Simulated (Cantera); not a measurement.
A closed system holds: 1 mol BCl₃, 0.27 mol NH₃, 25 mol H₂, held at 1330 Pa.

Method: chemical equilibrium by Gibbs-energy minimisation in Cantera with the NASA 1993 tables (ideal gas, pure condensed phases). Candidate condensed phases: B, BN, NH₄Cl; 21 gas species. Mutual solubility and eutectic melting of coexisting phases are not modelled. The tables' values for BCl, BCl₂, BH₂ are old estimates; treat these amounts as uncertain. Gases not in the tables: BHCl₂. Kinetics and transport are ignored.

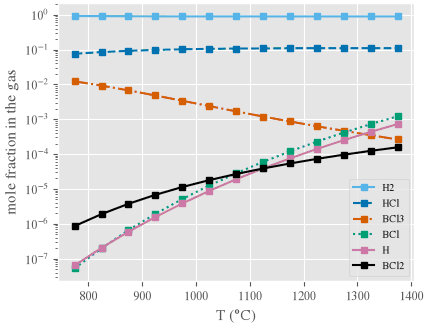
Figure. Equilibrium gas composition (values under 1e-9 drawn at 1e-9)

From 775 °C to 1375 °C the condensed part is B(s) + BN(s). The share of B in condensed phases is highest at 1225 °C (97.5 %) and lowest at 775 °C (67.3 %).
